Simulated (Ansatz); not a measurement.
**CH5AlClNO: geometry relaxation (part 1 of 2)**

The run: geometry relaxation of CH5AlClNO. Method and program: RKS PBE-D4/def2-SVP (Ansatz 0.2.0).

The input holds or restrains some coordinates. Forces given for the steps count only the free coordinates. It belongs to a series of runs on one base structure; here: pulled along the bonds that form and break, towards end B.

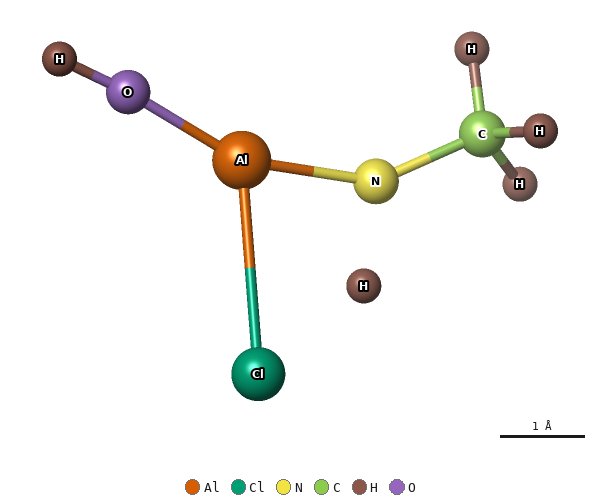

**Figure 1.** The starting structure (ball-and-stick view, seen at a tilt). Sticks mark near contacts.

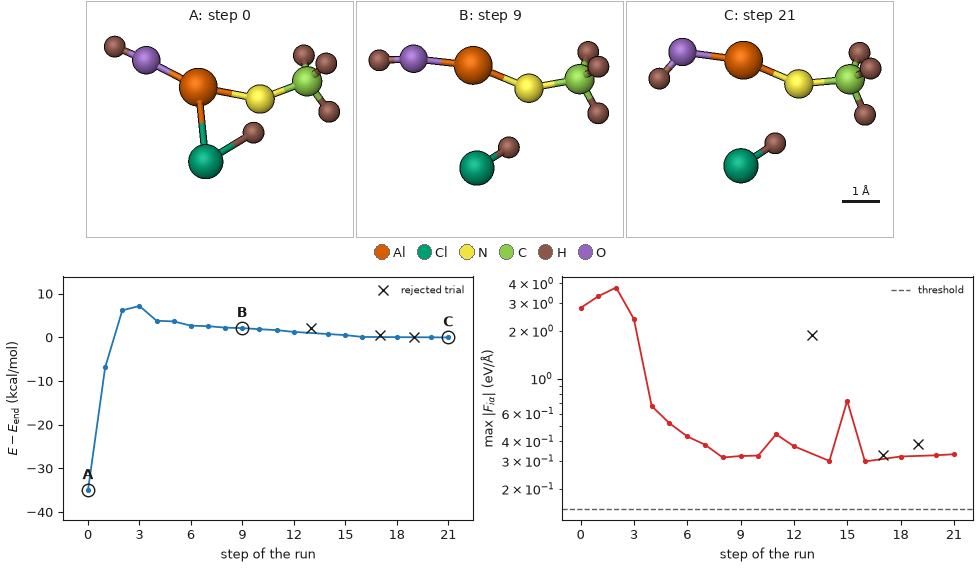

**Figure 2.** Frames of the restrained relaxation (ball-and-stick view, seen at a tilt) above the curves, on which the letters mark them (the first geometry is step 0 here and step 1 in the log).

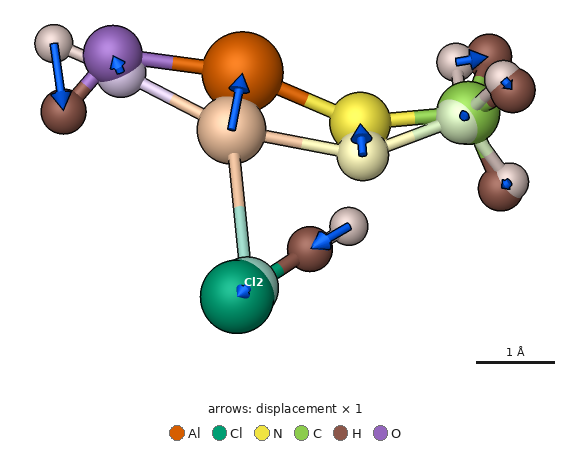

**Figure 3.** Start (faint) and end (solid) with the displacements as blue arrows, at true length (ball-and-stick view, seen at a tilt). The two geometries are laid on each other by the best rigid fit. After 21 geometry steps the energy has risen by 35.0 kcal/mol. Largest force component: 2.8 eV/Å at the start, 0.33 eV/Å at the end. The line search rejected the trial steps at points 13, 17, 19 (counted from 0) and went back. The atom that moves furthest after the best rigid fit is H10 (0.91 Å). Largest moves by element: H 0.91 Å, Al 0.80 Å, N 0.49 Å, O 0.26 Å, Cl 0.23 Å, C 0.12 Å. Among the contacts that change: Al1–Cl2 2.602 → 3.525 Å, Cl2–H5 1.760 → 1.327 Å, Al1–N3 1.746 → 1.672 Å, Al1–O6 1.633 → 1.702 Å. New bonds form: Cl2–H5 (1.76 → 1.33 Å). Among the angles that change: Al1–O6–H10 174.4° → 123.3°, N3–Al1–O6 157.6° → 164.1°, Al1–N3–C4 147.9° → 151.8°. (Atoms are counted from 1 in the order of the input.)

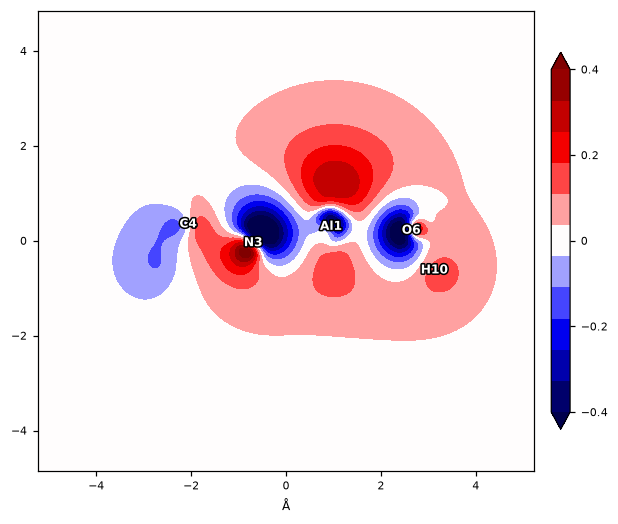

**Figure 4.** The LUMO on the plane of atoms Al1, N3 and C4 (values in Å⁻³ᐟ²; the overall sign is arbitrary). It lies mainly on Al1 (60 %), N3 (15 %) and O6 (10 %). Its energy is −2.91 eV.

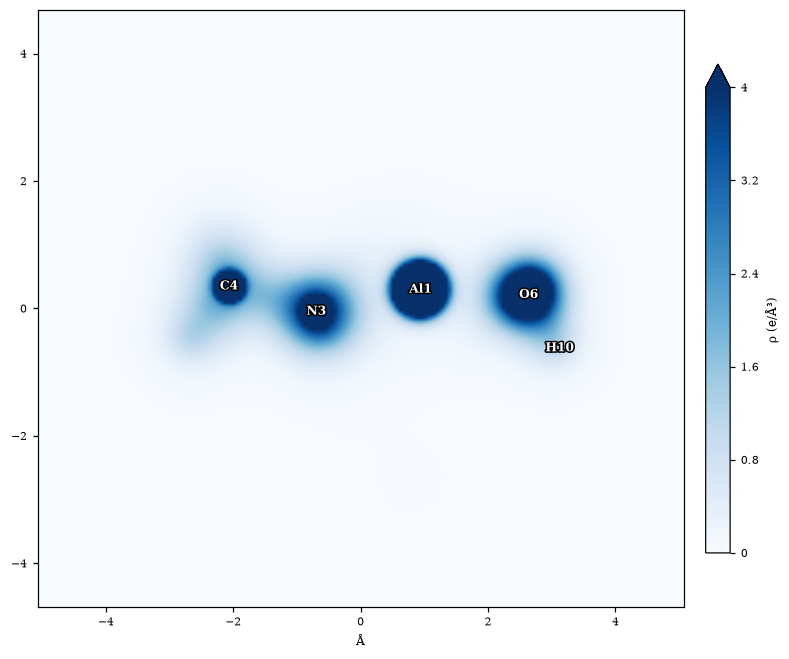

**Figure 5.** Total electron density on the plane of atoms Al1, N3 and C4. Atoms in the plane: Al, N, C, O and H. C–N (1.42 Å): ρ at the midpoint is about 2 e/Å³. Al–O (1.70 Å): ρ at the midpoint is about 0.84 e/Å³. O–H (0.97 Å): ρ at the midpoint is about 3.5 e/Å³, with its minimum of 2.2 e/Å³ about 0.8 Å from O.

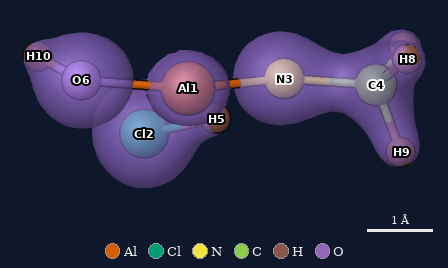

**Figure 6.** Isosurface of the total electron density at 1 e/Å³ (purple), seen from the side. At this value the surface falls into four separate pieces. It is pinched off along the Al···H (2.77 Å), Al–N (1.67 Å) and Al–O (1.70 Å) contacts. On the grid the lowest density along these lines, outside the cores, is 0.09 e/Å³ (Al···H, 2.77 Å), 1.8 e/Å³ (C–N, 1.42 Å), 0.79 e/Å³ (Al–N, 1.67 Å) and 0.71 e/Å³ (Al–O, 1.70 Å).

These pictures come from the run below.

### Input
```yaml
crystal:
  periodic: [false, false, false]
  atoms:
    - { symbol: Al, position_ang: [-0.8241, -0.7299, -0.656] }
    - { symbol: Cl, position_ang: [0.8424, -0.5079, -2.6418] }
    - { symbol: "N", position_ang: [0.2902, 0.4095, 0.0582] }
    - { symbol: C, position_ang: [0.8233, 1.0083, 1.2541] }
    - { symbol: H, position_ang: [1.0079, 0.2284, -1.0523] }
    - { symbol: O, position_ang: [-2.1433, -1.6867, -0.765] }
    - { symbol: H, position_ang: [1.1846, 2.014, 1.0194] }
    - { symbol: H, position_ang: [0.0463, 1.1016, 2.0151] }
    - { symbol: H, position_ang: [1.651, 0.4321, 1.6798] }
    - { symbol: H, position_ang: [-2.8782, -2.2693, -0.9116] }
basis:
  gaussian: { orbitals: def2-SVP }
hamiltonian:
  xc: pbe
  dispersion: d4
relax:
  f_tol: 0.15
  max_steps: 25
  restrain:
    - { distance: [4, 1], at: 1.33, k: 30.0 }
    - { distance: [0, 1], at: 3.53, k: 30.0 }
    - { distance: [4, 2], at: 2.32, k: 30.0 }
output:
  orbitals: {}
```

Command:
```bash
ansatz run input.yaml --threads 2 --pin off --max-ram 3072MiB --backend cpu --events-out ev --progress --plain --runs-dir out
```

### What the program printed
```
The last accepted step is kept in [file] (removed where the run ends without a failure and the disk answers)
Engine: ansatz 0.2.0, x86_64-unknown-linux-gnu
Functional definition: PBE
  parameter kappa = 0.804
  parameter beta = 0.06672455060314922
  exchange = pbe_x(kappa = kappa, mu = beta*pi^2/3)
  correlation = pbe_c(beta = beta)
1151 factors; their error is unknown
mean field evaluation 1: about -23735.1786 eV, gradient 9.1e1 eV
mean field evaluation 2: about -23642.0442 eV, gradient 1.9e2 eV
mean field evaluation 4: about -23751.5569 eV, gradient 2.5e1 eV
mean field evaluation 8: about -23752.8275 eV, gradient 1.7e-1 eV
mean field evaluation 16: about -23752.7716 eV, gradient 1.5e-3 eV
mean field -23752.77155932 eV, -872.8982545982 hartree, gradient 1.0e-5 eV, S^2 0.000000; 0 other end points of the search recorded, 0 dependent functions left out
the calculation of the forces begins
reference -23752.77159778 eV, -872.8982560115 hartree; 28, 28 occupied and 75, 75 virtual orbitals, 1151 factors
relax step   1: F+E_penalty+E_count = -23752.96888256 eV  Δ(F+E_penalty+E_count) = +0.000e0 eV  max|allowed force component| = 2.798e0 eV/Å  E_restraint = 30.25401496 eV  max|allowed force component, restraints' pulls added| = 3.344e1 eV/Å  Δτ_max = 0.0000 Å  (30 SCF iters, accepted)
  distance H 4 - Cl 1 = 1.7596 Å
  distance Al 0 - Cl 1 = 2.6019 Å
  distance H 4 - N 2 = 1.3346 Å
these checks for a lower state are left out or cut short: starts, cluster_reference, orbital_swaps, neighbouring_geometries, increment
1151 factors; their error is unknown
mean field -23751.53658250 eV, -872.8528700372 hartree, gradient 1.7e-5 eV, S^2 0.000000; 0 other end points of the search recorded, 0 dependent functions left out
[... from here on the field's lines of each further geometry are left out, up to the last ...]
relax step   2: F+E_penalty+E_count = -23751.74968918 eV  Δ(F+E_penalty+E_count) = +1.219e0 eV  max|allowed force component| = 3.319e0 eV/Å  E_restraint = 14.34049881 eV  max|allowed force component, restraints' pulls added| = 2.410e1 eV/Å  Δτ_max = 0.1949 Å  (37 SCF iters, accepted)
relax step   3: F+E_penalty+E_count = -23751.18201519 eV  Δ(F+E_penalty+E_count) = +5.677e-1 eV  max|allowed force component| = 3.766e0 eV/Å  E_restraint = 4.89812954 eV  max|allowed force component, restraints' pulls added| = 1.366e1 eV/Å  Δτ_max = 0.1949 Å  (36 SCF iters, accepted)
relax step   4: F+E_penalty+E_count = -23751.13908874 eV  Δ(F+E_penalty+E_count) = +4.293e-2 eV  max|allowed force component| = 2.380e0 eV/Å  E_restraint = 0.40715329 eV  max|allowed force component, restraints' pulls added| = 3.448e0 eV/Å  Δτ_max = 0.1967 Å  (36 SCF iters, accepted)
relax step   5: F+E_penalty+E_count = -23751.28573194 eV  Δ(F+E_penalty+E_count) = -1.466e-1 eV  max|allowed force component| = 6.696e-1 eV/Å  E_restraint = 0.00175935 eV  max|allowed force component, restraints' pulls added| = 4.435e-1 eV/Å  Δτ_max = 0.1918 Å  (32 SCF iters, accepted)
relax step   6: F+E_penalty+E_count = -23751.29241114 eV  Δ(F+E_penalty+E_count) = -6.679e-3 eV  max|allowed force component| = 5.215e-1 eV/Å  E_restraint = 0.00222662 eV  max|allowed force component, restraints' pulls added| = 8.039e-1 eV/Å  Δτ_max = 0.1950 Å  (31 SCF iters, accepted)
relax step   7: F+E_penalty+E_count = -23751.33442714 eV  Δ(F+E_penalty+E_count) = -4.202e-2 eV  max|allowed force component| = 4.299e-1 eV/Å  E_restraint = 0.00331515 eV  max|allowed force component, restraints' pulls added| = 2.328e-1 eV/Å  Δτ_max = 0.1896 Å  (37 SCF iters, accepted)
relax step   8: F+E_penalty+E_count = -23751.33989506 eV  Δ(F+E_penalty+E_count) = -5.468e-3 eV  max|allowed force component| = 3.810e-1 eV/Å  E_restraint = 0.00438769 eV  max|allowed force component, restraints' pulls added| = 3.893e-1 eV/Å  Δτ_max = 0.0728 Å  (29 SCF iters, accepted)
relax step   9: F+E_penalty+E_count = -23751.35416855 eV  Δ(F+E_penalty+E_count) = -1.427e-2 eV  max|allowed force component| = 3.163e-1 eV/Å  E_restraint = 0.00345794 eV  max|allowed force component, restraints' pulls added| = 1.624e-1 eV/Å  Δτ_max = 0.0981 Å  (30 SCF iters, accepted)
relax step  10: F+E_penalty+E_count = -23751.35877851 eV  Δ(F+E_penalty+E_count) = -4.610e-3 eV  max|allowed force component| = 3.230e-1 eV/Å  E_restraint = 0.00324835 eV  max|allowed force component, restraints' pulls added| = 3.230e-1 eV/Å  Δτ_max = 0.0396 Å  (31 SCF iters, accepted)
relax step  11: F+E_penalty+E_count = -23751.36961761 eV  Δ(F+E_penalty+E_count) = -1.084e-2 eV  max|allowed force component| = 3.253e-1 eV/Å  E_restraint = 0.00338653 eV  max|allowed force component, restraints' pulls added| = 2.614e-1 eV/Å  Δτ_max = 0.0489 Å  (32 SCF iters, accepted)
relax step  12: F+E_penalty+E_count = -23751.37887622 eV  Δ(F+E_penalty+E_count) = -9.259e-3 eV  max|allowed force component| = 4.437e-1 eV/Å  E_restraint = 0.00329538 eV  max|allowed force component, restraints' pulls added| = 4.437e-1 eV/Å  Δτ_max = 0.0727 Å  (31 SCF iters, accepted)
relax step  13: F+E_penalty+E_count = -23751.39646401 eV  Δ(F+E_penalty+E_count) = -1.759e-2 eV  max|allowed force component| = 3.729e-1 eV/Å  E_restraint = 0.00321625 eV  max|allowed force component, restraints' pulls added| = 3.385e-1 eV/Å  Δτ_max = 0.0591 Å  (31 SCF iters, accepted)
relax step  14: F+E_penalty+E_count = -23751.36216999 eV  Δ(F+E_penalty+E_count) = +3.429e-2 eV  max|allowed force component| = 1.894e0 eV/Å  E_restraint = 0.00314174 eV  max|allowed force component, restraints' pulls added| = 1.894e0 eV/Å  Δτ_max = 0.1953 Å  (37 SCF iters, rejected (line search))
relax step  15: F+E_penalty+E_count = -23751.41777311 eV  Δ(F+E_penalty+E_count) = -2.131e-2 eV  max|allowed force component| = 3.009e-1 eV/Å  E_restraint = 0.00293435 eV  max|allowed force component, restraints' pulls added| = 2.790e-1 eV/Å  Δτ_max = 0.0948 Å  (31 SCF iters, accepted)
relax step  16: F+E_penalty+E_count = -23751.42832246 eV  Δ(F+E_penalty+E_count) = -1.055e-2 eV  max|allowed force component| = 7.225e-1 eV/Å  E_restraint = 0.00282945 eV  max|allowed force component, restraints' pulls added| = 7.225e-1 eV/Å  Δτ_max = 0.0975 Å  (30 SCF iters, accepted)
relax step  17: F+E_penalty+E_count = -23751.44663437 eV  Δ(F+E_penalty+E_count) = -1.831e-2 eV  max|allowed force component| = 2.986e-1 eV/Å  E_restraint = 0.00306687 eV  max|allowed force component, restraints' pulls added| = 1.313e-1 eV/Å  Δτ_max = 0.1327 Å  (31 SCF iters, accepted)
relax step  18: F+E_penalty+E_count = -23751.43082242 eV  Δ(F+E_penalty+E_count) = +1.581e-2 eV  max|allowed force component| = 3.275e-1 eV/Å  E_restraint = 0.00023855 eV  max|allowed force component, restraints' pulls added| = 2.991e-1 eV/Å  Δτ_max = 0.1791 Å  (30 SCF iters, rejected (line search))
relax step  19: F+E_penalty+E_count = -23751.44874141 eV  Δ(F+E_penalty+E_count) = -2.107e-3 eV  max|allowed force component| = 3.208e-1 eV/Å  E_restraint = 0.00305320 eV  max|allowed force component, restraints' pulls added| = 1.773e-1 eV/Å  Δτ_max = 0.0873 Å  (30 SCF iters, accepted)
relax step  20: F+E_penalty+E_count = -23751.44683188 eV  Δ(F+E_penalty+E_count) = +1.910e-3 eV  max|allowed force component| = 3.825e-1 eV/Å  E_restraint = 0.00219652 eV  max|allowed force component, restraints' pulls added| = 3.658e-1 eV/Å  Δτ_max = 0.0823 Å  (31 SCF iters, rejected (line search))
relax step  21: F+E_penalty+E_count = -23751.45021714 eV  Δ(F+E_penalty+E_count) = -1.476e-3 eV  max|allowed force component| = 3.266e-1 eV/Å  E_restraint = 0.00286273 eV  max|allowed force component, restraints' pulls added| = 1.239e-1 eV/Å  Δτ_max = 0.0412 Å  (31 SCF iters, accepted)
the calculation of the forces begins
reference -23751.25115373 eV, -872.8423807234 hartree; 28, 28 occupied and 75, 75 virtual orbitals, 1151 factors
relax step  22: F+E_penalty+E_count = -23751.45150953 eV  Δ(F+E_penalty+E_count) = -1.292e-3 eV  max|allowed force component| = 3.316e-1 eV/Å  E_restraint = 0.00270816 eV  max|allowed force component, restraints' pulls added| = 1.031e-1 eV/Å  Δτ_max = 0.0490 Å  (31 SCF iters, accepted)
  distance H 4 - Cl 1 = 1.3272 Å
  distance Al 0 - Cl 1 = 3.5247 Å
  distance H 4 - N 2 = 2.3080 Å
1151 factors; their error is unknown
mean field evaluation 192: about -23751.2511 eV, gradient 1.7e-5 eV
mean field -23751.25111558 eV, -872.8423793214 hartree, gradient 2.2e-5 eV, S^2 0.000000; 1 other end points of the search recorded, 0 dependent functions left out
the calculation of the forces begins
reference -23751.25115373 eV, -872.8423807234 hartree; 28, 28 occupied and 75, 75 virtual orbitals, 1151 factors
Total energy: -23751.45154769 eV, -872.8497450654 hartree
Atom 0 at    -1.054538    -0.922022     0.084262 Å, force     0.099785     0.021443    -0.129794 eV/Å
Atom 1 at     0.887634    -0.610032    -2.840430 Å, force    -0.091093     0.032344     0.240395 eV/Å
Atom 2 at     0.004924     0.321219     0.442793 Å, force     0.145186    -0.055097    -0.331633 eV/Å
Atom 3 at     0.794418     1.072582     1.360378 Å, force     0.003329    -0.008361     0.007531 eV/Å
Atom 4 at     0.928727    -0.044659    -1.640364 Å, force    -0.154366     0.009715     0.220887 eV/Å
Atom 5 at    -2.200037    -1.930621    -0.667857 Å, force    -0.047928     0.008844    -0.103107 eV/Å
Atom 6 at     1.072445     2.054990     0.906786 Å, force    -0.000315     0.003276    -0.003495 eV/Å
Atom 7 at     0.276427     1.316023     2.317871 Å, force     0.000773     0.000335     0.000301 eV/Å
Atom 8 at     1.757240     0.577918     1.635957 Å, force    -0.001920     0.000908     0.001473 eV/Å
Atom 9 at    -2.467141    -1.835298    -1.599495 Å, force     0.046548    -0.013408     0.097443 eV/Å
Dipole moment:    -0.299065    -0.103349     0.096212 e Å
```

### Trajectory as extended XYZ (Å, eV, eV/Å), 22 frames, from step=1 to step=22
```
10
Properties=species:S:1:pos:R:3:forces:R:3 step=1 energy=-23752.96888
Al   -0.8241   -0.7299   -0.6560    2.0144   0.8263  -1.2078
Cl    0.8424   -0.5079   -2.6418   -1.1287  -0.5251   0.5752
N     0.2902    0.4095    0.0582    1.1101  -0.8907  -2.2772
C     0.8233    1.0083    1.2541   -0.3740  -0.2540  -0.8217
H     1.0079    0.2284   -1.0523   -1.3354   0.8200   2.7978
O    -2.1433   -1.6867   -0.7650   -0.3570  -0.1418   0.1518
H     1.1846    2.0140    1.0194    0.2684   0.5976   0.0719
H     0.0463    1.1016    2.0151   -0.3695   0.1012   0.5137
H     1.6510    0.4321    1.6798    0.4994  -0.2687   0.3136
H    -2.8782   -2.2693   -0.9116   -0.3278  -0.2648  -0.1173
10
Properties=species:S:1:pos:R:3:forces:R:3 step=2 energy=-23751.74969
Al   -0.9068   -0.7265   -0.5279    2.9822   1.9258  -0.0511
Cl    0.9672   -0.4610   -2.7129   -0.6988   0.0391   1.3080
N     0.2159    0.4156    0.1477    0.3393  -1.5485  -3.3192
C     0.8222    1.0133    1.2662   -0.4971  -0.0585   0.1348
H     1.0697    0.1798   -1.2307   -1.2291   0.0515   1.0119
O    -2.1681   -1.6961   -0.7491   -0.7017  -0.4540  -0.0789
H     1.1863    2.0190    1.0195    0.2424   0.5176   0.0179
H     0.0446    1.1047    2.0247   -0.1240   0.3599   0.9723
H     1.6549    0.4296    1.6821    0.4493  -0.2065   0.2692
H    -2.8857   -2.2783   -0.9198   -0.7625  -0.6265  -0.2649
```
